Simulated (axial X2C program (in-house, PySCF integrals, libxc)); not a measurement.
# All-electron X2C curves of MoS⁻

Aim: find the lowest determinant of MoS⁻, scan the bond at several levels and fit the constants, once spin-free and once with spin–orbit coupling.

Computed with an in-house X2C program for linear molecules on PySCF integrals. Level: all-electron X2C, Mo dyall-acv3z, S dyall-av3z.

All values are calculated.

## 1. Input

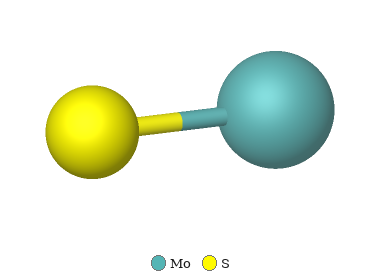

The two atoms at 2.150 Å (molybdenum teal, sulfur yellow).

File task.json:

```json
{
 "zs": [
  42,
  16
 ],
 "q": -1,
 "bas": [
  "dyall-acv3z",
  "dyall-av3z"
 ],
 "levels": [
  "PBE0",
  "HF",
  "PBE"
 ],
 "cc": true,
 "r0": 2.15,
 "thr": -1.0,
 "nmax": 90,
 "npts": 10,
 "nst": 2,
 "ntry": 6
}
```

Keys: zs atomic numbers; q charge; bas basis sets; levels methods (HF also brings MP2); cc coupled cluster on or off; r0 starting distance in Å; thr threshold in hartree for freezing inner shells (an s shell follows its p shell); nmax most natural virtual spinors; npts points asked for on the curve; nst determinants followed; ntry starts of the search.

Started as:

```
> python so2c.py task.json out
```

Spin-free means the one-electron spin-free X2C Hamiltonian; two-component (2c) means X2C with spin–orbit coupling and atomic mean-field two-electron Coulomb and Gaunt terms. Basis: Mo dyall-acv3z contracted to [12s13p10d5f3g], S dyall-av3z contracted to [9s8p3d2f]; Gaussian nuclei, density fitting. Masses: Mo 97.905 u, S 31.972 u.

Notation: σ, π±, δ± give the projection m of an orbital's angular momentum (0, ±1, ±2), α and β its spin, Λ and M_S the sums; ω is the projection of a spinor's total angular momentum and Ω the sum. Logs are in hartree.

The results follow Hamiltonian by Hamiltonian and level by level.

## 2. Search for the lowest determinant

PBE0 moves the distance from 2.150 Å to 2.213 Å and compares determinants there.

Spin-free determinants:

```
ΔE (eV)             state                                   open shells
   0.00  M_S = 5/2, Λ = 0  beyond closed shells: σα, π+α, π-α, δ+α, δ-α
   0.67  M_S = 5/2, Λ = 1   beyond closed shells: 2 × σα, π+α, δ+α, δ-α
   0.68  M_S = 3/2, Λ = 1           beyond closed shells: π+α, δ+α, δ-α
   1.37  M_S = 3/2, Λ = 0  beyond closed shells: σβ, π+α, π-α, δ+α, δ-α
   1.53  M_S = 3/2, Λ = 2  beyond closed shells: σα, π+α, π+β, δ+α, δ-α
   1.53  M_S = 3/2, Λ = 0  beyond closed shells: σα, π+β, π-α, δ+α, δ-α
   1.75  M_S = 5/2, Λ = 2   beyond closed shells: σα, 2 × π+α, δ+α, δ-α
```

Two-component determinants:

```csv
ΔE (eV),state,open shells
0.00,Ω = 5/2,excess of +ω over −ω: ω = 5/2
0.63,Ω = 3/2,"excess of +ω over −ω: ω = 1/2, ω = -3/2, ω = 5/2"
0.64,Ω = 1/2,"excess of +ω over −ω: ω = -1/2, ω = -3/2, ω = 5/2"
0.71,Ω = 7/2,"excess of +ω over −ω: 2 × ω = 1/2, ω = 5/2"
1.36,Ω = 3/2,"excess of +ω over −ω: 2 × ω = -1/2, ω = 5/2"
1.51,Ω = 1/2,"excess of +ω over −ω: 2 × ω = 3/2, ω = -5/2"
1.59,Ω = 3/2,"excess of +ω over −ω: ω = 1/2, ω = -3/2, ω = 5/2"
```

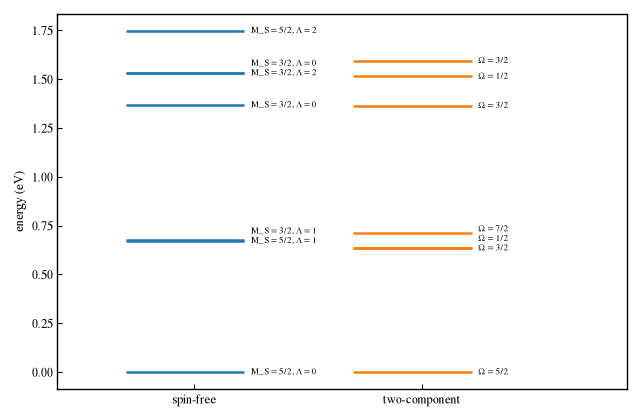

The determinants found, each set from its own lowest.

## 3. PBE0, spin-free

State followed: M_S = 5/2, Λ = 0 (beyond closed shells: σα, π+α, π-α, δ+α, δ-α). The scan is laid around 2.213 Å, a first estimate of the minimum, and this SCF restarts from the orbitals of the search.

The SCF at the reference distance of 2.213 Å:

```text
spin-free X2C-1e  PBE0
basis functions 225  fitting functions 1049  grid points 5080
iter        total energy     max residual
   1      -4447.361990451     4.58e-06
   2      -4447.361990453     3.37e-06
   3      -4447.361990454     2.92e-06
converged
one-electron -6468.66616687  Coulomb 2010.99150017  exact exchange -36.97367963  xc functional -113.40369643  nuclear repulsion 160.69005230
```

Along the bond, energies from the lowest point:

```
R (Å)  E (eV)  μ (D)  HOMO (eV)  LUMO (eV)  iterations
2.080  0.1715  -3.29       0.13       1.76          16
2.147  0.0364  -3.87       0.04       1.75          16
2.213  0.0000  -4.45      -0.05       1.75           3
2.291  0.0506  -5.10      -0.14       1.73          16
2.368  0.1723  -5.71      -0.21       1.71          16
2.467  0.3965  -6.44      -0.27       1.66          16
```

Dipoles are positive if S is the positive end and refer to the centre of mass.

Outer orbitals at the reference distance:

```
symmetry  occupied  ε (eV)             atomic character
      σβ       yes  -35.17                     97% Mo p
     π-β       yes  -34.46                     99% Mo p
     π+β       yes  -34.46                     99% Mo p
      σβ       yes  -12.37   70% S s, 11% Mo d, 9% Mo p
      σα       yes  -12.29   69% S s, 12% Mo d, 9% Mo p
      σα       yes   -2.96    58% S p, 33% Mo d, 4% S s
     π-α       yes   -2.69            58% Mo d, 37% S p
     π+α       yes   -2.69            58% Mo d, 37% S p
      σβ       yes   -2.63   73% S p, 16% Mo d, 4% Mo s
     π-β       yes   -1.69   70% S p, 19% Mo d, 4% Mo f
     π+β       yes   -1.69   70% S p, 19% Mo d, 4% Mo f
     δ+α       yes   -1.44                     98% Mo d
     δ-α       yes   -1.44                     98% Mo d
      σα       yes   -1.03  55% Mo s, 23% Mo d, 12% S p
     π-α       yes   -0.05  38% S p, 34% Mo d, 21% Mo p
     π+α       yes   -0.05  38% S p, 34% Mo d, 21% Mo p
      σα        no    1.75  72% Mo p, 23% Mo s, 3% Mo d
     π+α        no    1.84                     98% Mo p
     π-α        no    1.84                     98% Mo p
      σβ        no    1.96            91% Mo p, 8% Mo s
```

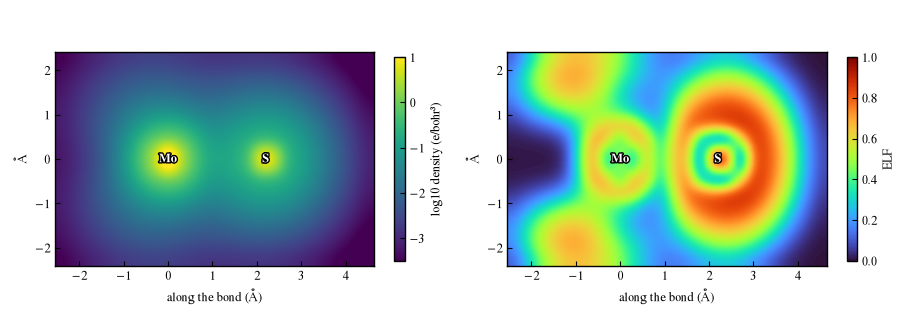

PBE0 fields in a plane through the axis, from a grid of 0.3 Å; Mo lies at z = 0 and S at z = 2.213 Å; the ELF is damped to zero where the density is low.

Re = 2.209 Å, ωe = 440 cm⁻¹, ωexe = 1.54 cm⁻¹, Be = 0.1433 cm⁻¹, De = 3.13 eV, μ = -4.41 D.

## 4. HF, spin-free

The SCF at the reference distance of 2.213 Å:

```text
spin-free X2C-1e  HF
basis functions 225  fitting functions 1049  grid points 5080
iter        total energy     max residual
   1      -4444.879332919     3.06e-01
   2      -4444.909525065     1.11e-02
   3      -4444.912789052     4.96e-03
   4      -4444.914241190     1.96e-03
   5      -4444.914916076     1.19e-03
   6      -4444.915185337     7.88e-04
   7      -4444.915297599     3.78e-04
   8      -4444.915329427     1.84e-04
   9      -4444.915336609     6.87e-05
  10      -4444.915337526     3.35e-05
  11      -4444.915337726     2.25e-05
  12      -4444.915337826     1.81e-05
  13      -4444.915337894     1.04e-05
  14      -4444.915337923     3.80e-06
  15      -4444.915337927     1.06e-06
  16      -4444.915337927     4.29e-07
converged
one-electron -6467.19158457  Coulomb 2009.58415571  exact exchange -147.99796137  xc functional 0.00000000  nuclear repulsion 160.69005230
```

No constants are quoted: the solution changes its character somewhere along the scan, so the fit is set aside.

## 5. PBE, spin-free

Output at 2.213 Å:

```text
spin-free X2C-1e  PBE
basis functions 225  fitting functions 1049  grid points 5080
iter        total energy     max residual
   1      -4447.278131599     1.03e-01
   2      -4447.279153053     9.79e-03
   3      -4447.242859244     2.83e-02
   4      -4447.282203504     5.43e-03
   5      -4447.283110272     1.14e-03
   6      -4447.283163842     5.04e-04
   7      -4447.283175653     8.48e-05
   8      -4447.283175932     4.66e-05
   9      -4447.283175996     8.41e-06
  10      -4447.283175999     6.29e-06
  11      -4447.283176000     1.01e-06
converged
one-electron -6468.17643693  Coulomb 2010.45799912  exact exchange 0.00000000  xc functional -150.25479049  nuclear repulsion 160.69005230
```

Re = 2.206 Å, ωe = 437 cm⁻¹, ωexe = 1.44 cm⁻¹, Be = 0.1438 cm⁻¹, De = 3.55 eV, μ = -3.40 D.

## 6. Correlated methods, spin-free

Correlated methods: 13 electrons correlated (frozen shells, counted by type: Mo 4 s, 3 p, 1 d; S 2 s, 1 p), 309 virtual spinors in MP2, 90 natural virtuals in coupled cluster.

Output of the correlated part at 2.213 Å:

```text
correlated 13  virtual 309  natural virtual 90  E(MP2) -0.311748007  MP2 remainder -0.016309967
iter   CCSD correlation   residual
   1     -0.298764983   1.49e-01
   2     -0.306830450   7.07e-02
   3     -0.310579115   3.21e-02
   4     -0.311151482   1.52e-02
   5     -0.311496407   7.04e-03
   6     -0.311540100   2.59e-03
   7     -0.311555006   1.08e-03
   8     -0.311562277   5.06e-04
   9     -0.311552212   2.68e-04
  10     -0.311554262   1.22e-04
  11     -0.311551894   5.98e-05
  12     -0.311552750   2.84e-05
  13     -0.311552565   1.35e-05
  14     -0.311552496   5.44e-06
  15     -0.311552488   2.51e-06
(T) -0.018463317  T1 0.0440  D1 0.0769  max T2 0.047
```

T1 in the output is the amplitude norm over the root of the electron number; divide by √2 for the Lee–Taylor value.

MP2: No constants are quoted: the reference changes its character somewhere along the scan, so the fit is set aside.

CCSD: No constants are quoted: the reference changes its character somewhere along the scan, so the fit is set aside.

CCSD(T): No constants are quoted: the reference changes its character somewhere along the scan, so the fit is set aside.

## 7. A higher determinant, spin-free

State: M_S = 5/2, Λ = 1 (beyond closed shells: 2 × σα, π+α, δ+α, δ-α).

Output at the reference distance:

```text
spin-free X2C-1e  PBE0
basis functions 225  fitting functions 1049  grid points 5080
iter        total energy     max residual
   1      -4447.337284421     1.09e-05
   2      -4447.337284422     1.53e-05
converged
one-electron -6466.65543501  Coulomb 2008.95158839  exact exchange -36.96195592  xc functional -113.36153418  nuclear repulsion 160.69005230
```

```
R (Å)  E above the lowest PBE0 point (eV)
2.080                               0.862
2.147                               0.721
2.213                               0.672
2.291                               0.700
2.368                               0.790
2.467                               0.957
```

Re = 2.224 Å, ωe = 405 cm⁻¹, Be = 0.1414 cm⁻¹, μ = 0.57 D. Te = 0.67 eV.

## 8. The spin-free curves together

Energy (eV) of the followed determinant, spin-free, from each level's lowest point:

```
R (Å)   PBE0  HF (jumps)  MP2 (its reference jumps)  CCSD (its reference jumps)  CCSD(T) (its reference jumps)    PBE
2.080  0.171       0.413                      0.168                       0.223                          0.215  0.160
2.147  0.036       0.172                      0.035                       0.060                          0.056  0.032
2.213  0.000       0.042                      0.000                       0.000                          0.000  0.000
2.291  0.051       0.000                      0.054                       0.028                          0.033  0.053
2.368  0.172       0.042                      0.191                       0.133                          0.144  0.176
2.467  0.397       0.157                      0.559                       0.353                          0.389  0.400
```

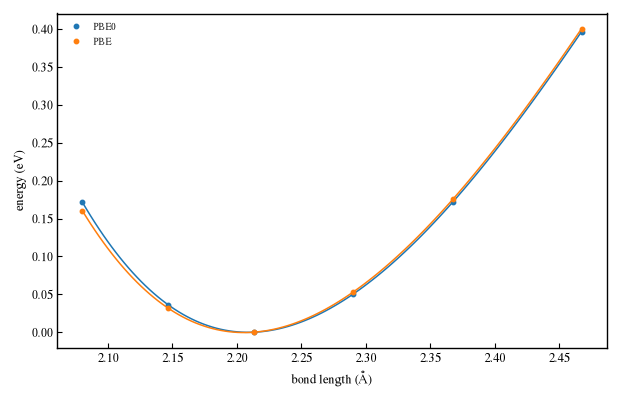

Curves of the followed state, spin-free, each from its own lowest point. Left out: HF, MP2, CCSD, CCSD(T).

## 9. PBE0, 2c

State followed: Ω = 5/2 (excess of +ω over −ω: ω = 5/2). The scan is laid around 2.213 Å, a first estimate of the minimum, and this SCF restarts from the orbitals of the search.

The SCF at the reference distance of 2.213 Å:

```text
two-component X2C + atomic mean field  PBE0
basis functions 225  fitting functions 1049  grid points 5080
iter        total energy     max residual
   1      -4445.697549186     7.43e-06
   2      -4445.697549192     8.15e-06
   3      -4445.697549196     3.91e-06
   4      -4445.697549198     2.28e-06
   5      -4445.697549199     5.01e-07
converged
one-electron -6464.23230440  Coulomb 2010.11541888  exact exchange -36.95729571  xc functional -113.35422939  nuclear repulsion 160.69005230  atomic mean-field constant -1.95919088
```

Along the bond, energies from the lowest point:

```
R (Å)  E (eV)  μ (D)  HOMO (eV)  LUMO (eV)  iterations
2.080  0.1712  -3.30       0.18       1.76          16
2.147  0.0363  -3.88       0.08       1.76          16
2.213  0.0000  -4.45      -0.01       1.75           5
2.291  0.0505  -5.10      -0.10       1.73          16
2.368  0.1721  -5.72      -0.17       1.71          16
2.467  0.3960  -6.44      -0.24       1.66          16
```

Dipoles are positive if S is the positive end and refer to the centre of mass.

Outer spinors at the reference distance:

```csv
ω,occupied,ε (eV),atomic character,λ mixture
1/2,yes,-34.82,99% Mo p,"88% π, 12% σ"
-1/2,yes,-34.80,97% Mo p,"92% σ, 8% π"
-3/2,yes,-33.60,99% Mo p,100% π
-1/2,yes,-12.37,"70% S s, 11% Mo d, 9% Mo p",100% σ
1/2,yes,-12.29,"69% S s, 12% Mo d, 9% Mo p",100% σ
1/2,yes,-2.96,"58% S p, 33% Mo d, 4% S s",100% σ
-1/2,yes,-2.72,"56% Mo d, 39% S p","94% π, 6% σ"
3/2,yes,-2.65,"58% Mo d, 38% S p",100% π
-1/2,yes,-2.63,"72% S p, 18% Mo d, 4% Mo s","94% σ, 6% π"
1/2,yes,-1.72,"70% S p, 19% Mo d, 4% Mo f",100% π
-3/2,yes,-1.67,"66% S p, 24% Mo d, 4% Mo f","95% π, 5% δ"
-3/2,yes,-1.52,"94% Mo d, 4% S p","95% δ, 5% π"
5/2,yes,-1.36,98% Mo d,100% δ
1/2,yes,-1.02,"55% Mo s, 23% Mo d, 12% S p",100% σ
-1/2,yes,-0.09,"38% S p, 34% Mo d, 21% Mo p",100% π
3/2,yes,-0.01,"38% S p, 34% Mo d, 21% Mo p",100% π
1/2,no,1.75,"72% Mo p, 23% Mo s, 3% Mo d",100% σ
-1/2,no,1.84,98% Mo p,100% π
3/2,no,1.84,98% Mo p,100% π
-1/2,no,1.96,"91% Mo p, 9% Mo s",100% σ
```

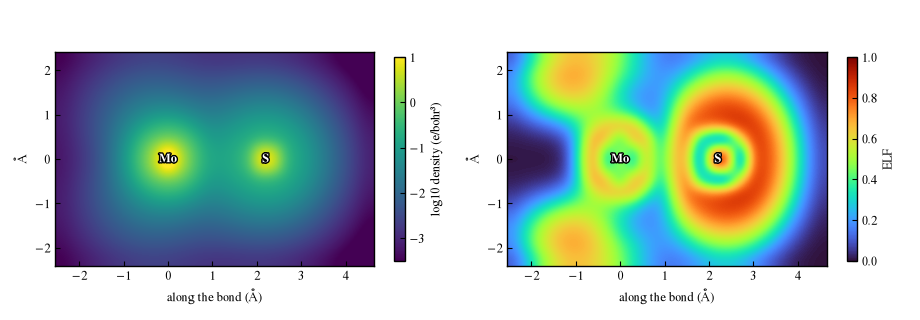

PBE0 fields in a plane through the axis, from a grid of 0.3 Å; Mo lies at z = 0 and S at z = 2.213 Å; the ELF is damped to zero where the density is low.

Re = 2.209 Å, ωe = 440 cm⁻¹, ωexe = 1.54 cm⁻¹, Be = 0.1433 cm⁻¹, De = 3.12 eV, μ = -4.42 D.

## 10. HF, 2c

The SCF at the reference distance of 2.213 Å:

```text
two-component X2C + atomic mean field  HF
basis functions 225  fitting functions 1049  grid points 5080
iter        total energy     max residual
   1      -4443.215206933     3.06e-01
   2      -4443.245408057     1.11e-02
   3      -4443.248675613     4.97e-03
   4      -4443.250128036     1.98e-03
   5      -4443.250804927     1.19e-03
   6      -4443.251075482     7.86e-04
   7      -4443.251188491     3.77e-04
   8      -4443.251220462     1.83e-04
   9      -4443.251227687     6.75e-05
  10      -4443.251228606     3.21e-05
  11      -4443.251228804     2.14e-05
  12      -4443.251228900     1.71e-05
  13      -4443.251228964     1.03e-05
  14      -4443.251228992     4.05e-06
  15      -4443.251228997     1.51e-06
  16      -4443.251228997     1.22e-06
converged
one-electron -6462.76137019  Coulomb 2008.71194491  exact exchange -147.93266513  xc functional 0.00000000  nuclear repulsion 160.69005230  atomic mean-field constant -1.95919088
```

No constants are quoted: the solution changes its character somewhere along the scan, so the fit is set aside.

## 11. PBE, 2c

The SCF at the reference distance of 2.213 Å:

```text
two-component X2C + atomic mean field  PBE
basis functions 225  fitting functions 1049  grid points 5080
iter        total energy     max residual
   1      -4445.613567321     1.03e-01
   2      -4445.614575755     9.82e-03
   3      -4445.578192146     2.84e-02
   4      -4445.617635861     5.49e-03
   5      -4445.618549193     1.14e-03
   6      -4445.618603309     5.08e-04
   7      -4445.618615205     8.61e-05
   8      -4445.618615489     4.64e-05
   9      -4445.618615553     8.48e-06
  10      -4445.618615556     6.20e-06
  11      -4445.618615557     1.01e-06
converged
one-electron -6463.74014331  Coulomb 2009.57940291  exact exchange 0.00000000  xc functional -150.18873658  nuclear repulsion 160.69005230  atomic mean-field constant -1.95919088
```

Re = 2.206 Å, ωe = 436 cm⁻¹, ωexe = 1.44 cm⁻¹, Be = 0.1438 cm⁻¹, De = 3.55 eV, μ = -3.40 D.

## 12. MP2 and beyond, 2c

Correlated methods: 13 electrons correlated (frozen shells, counted by type: Mo 4 s, 3 p, 1 d; S 2 s, 1 p), 309 virtual spinors in MP2, 90 natural virtuals in coupled cluster.

Output of the correlated part at 2.213 Å:

```text
correlated 13  virtual 309  natural virtual 90  E(MP2) -0.311779516  MP2 remainder -0.016327725
iter   CCSD correlation   residual
   1     -0.298792680   1.49e-01
   2     -0.306854062   7.06e-02
   3     -0.310597559   3.21e-02
   4     -0.311168518   1.51e-02
   5     -0.311512626   7.03e-03
   6     -0.311556157   2.58e-03
   7     -0.311571045   1.07e-03
   8     -0.311578212   5.02e-04
   9     -0.311568278   2.65e-04
  10     -0.311570301   1.21e-04
  11     -0.311567964   5.92e-05
  12     -0.311568812   2.82e-05
  13     -0.311568629   1.35e-05
  14     -0.311568562   5.43e-06
  15     -0.311568555   2.51e-06
(T) -0.018453607  T1 0.0440  D1 0.0764  max T2 0.047
```

MP2: No constants are quoted: the reference changes its character somewhere along the scan, so the fit is set aside.

CCSD: No constants are quoted: the reference changes its character somewhere along the scan, so the fit is set aside.

CCSD(T): No constants are quoted: the reference changes its character somewhere along the scan, so the fit is set aside.

## 13. A higher determinant, 2c

State: Ω = 3/2 (excess of +ω over −ω: ω = 1/2, ω = -3/2, ω = 5/2).

Output at the reference distance:

```text
two-component X2C + atomic mean field  PBE0
basis functions 225  fitting functions 1049  grid points 5080
iter        total energy     max residual
   1      -4445.674224563     5.48e-06
   2      -4445.674224565     1.39e-05
converged
one-electron -6462.22347753  Coulomb 2008.07593977  exact exchange -36.94555034  xc functional -113.31199788  nuclear repulsion 160.69005230  atomic mean-field constant -1.95919088
```

```
R (Å)  E above the lowest PBE0 point (eV)
2.080                               0.823
2.147                               0.683
2.213                               0.635
2.291                               0.664
2.368                               0.754
2.467                               0.923
```

Re = 2.223 Å, ωe = 406 cm⁻¹, Be = 0.1415 cm⁻¹, μ = 0.59 D. Te = 0.63 eV.

## 14. The 2c curves together

Energy (eV) of the followed determinant, 2c, from each level's lowest point:

```
R (Å)   PBE0  HF (jumps)  MP2 (its reference jumps)  CCSD (its reference jumps)  CCSD(T) (its reference jumps)    PBE
2.080  0.171       0.414                      0.168                       0.223                          0.215  0.160
2.147  0.036       0.172                      0.035                       0.060                          0.057  0.032
2.213  0.000       0.043                      0.000                       0.000                          0.000  0.000
2.291  0.051       0.000                      0.054                       0.028                          0.033  0.053
2.368  0.172       0.041                      0.191                       0.132                          0.144  0.176
2.467  0.396       0.155                      0.563                       0.358                          0.397  0.400
```

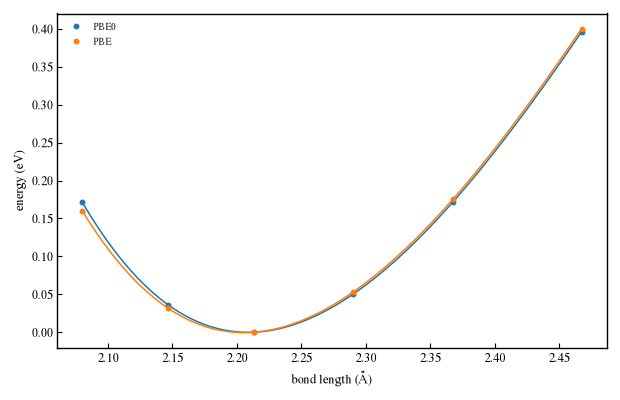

Curves of the followed state, 2c, each from its own lowest point. Left out: HF, MP2, CCSD, CCSD(T).

The whole job took 4.6 min on 1 thread of Arm Neoverse V1, shared host.

## 15. Results

Lowest determinant that the search found at its distance, spin-free: M_S = 5/2, Λ = 0 (beyond closed shells: σα, π+α, π-α, δ+α, δ-α).

Lowest determinant that the search found at its distance, 2c: Ω = 5/2 (excess of +ω over −ω: ω = 5/2).

```tsv
Hamiltonian	level	Re (Å)	ωe (cm⁻¹)	De (eV)	μ (D)
spin-free	PBE0	2.209	440	3.13	-4.41
spin-free	PBE	2.206	437	3.55	-3.40
2c	PBE0	2.209	440	3.12	-4.42
2c	PBE	2.206	436	3.55	-3.40
```

Dipoles are positive if S is the positive end and refer to the centre of mass. No constants: spin-free HF (the solution changes its character somewhere along the scan, so the fit is set aside); spin-free MP2 (the reference changes its character somewhere along the scan, so the fit is set aside); spin-free CCSD (the reference changes its character somewhere along the scan, so the fit is set aside); spin-free CCSD(T) (the reference changes its character somewhere along the scan, so the fit is set aside); 2c HF (the solution changes its character somewhere along the scan, so the fit is set aside); 2c MP2 (the reference changes its character somewhere along the scan, so the fit is set aside); 2c CCSD (the reference changes its character somewhere along the scan, so the fit is set aside); 2c CCSD(T) (the reference changes its character somewhere along the scan, so the fit is set aside).

Time per point (s) on 1 thread of Arm Neoverse V1, shared host (2c runs); the times are rough: PBE0 1.3, PBE 0.6.

In words: At PBE0, going from spin-free to two-component changes Re by 0 mÅ, ωe by -0.1 %, which is small (part of it comes from the scalar share of the two-electron terms). De moves by 0.00 eV; both De rest on single-determinant atoms, which can miss part of an open shell's spin–orbit lowering.

De refers to Mo + S-, each in the lowest determinant found, which need not be this curve's own limit. Each curve is one determinant whose occupation by symmetry is held fixed; it was picked as the lowest of a PBE0 search that is not exhaustive. Dissociation energies refer to the lowest single-determinant-based atoms at the same level and basis. Density functionals use the spin component along the axis (collinear). With several unpaired electrons one determinant need not be a pure state. The spin-free determinant is spin-contaminated at some levels.
